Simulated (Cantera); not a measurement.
Input: 1 mol CH3Cl, a varied amount of F2, held at 1427 °C and 0.133 bar.

Cantera equilibrium calculation (NASA polynomials, part measured and part estimated; ideal gas, pure solids and liquids). Candidate condensed phases: C, C6H6, C7H8, C8H18; 118 gas species. Gases not in the tables: C2F6 and larger saturated fluorocarbons. Equilibrium is a limit: real reactors are often held back by kinetics, nucleation or transport.

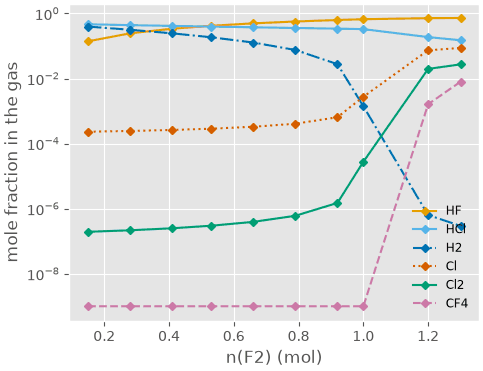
Figure: Equilibrium gas composition (values under 1e-9 drawn at 1e-9)

From 0.15 mol F2 to 1.3 mol F2 the condensed part is C(graphite). The main C-bearing gas is C2H2 (acetylene) at 0.15 mol F2 and CF4 at 1.3 mol F2.
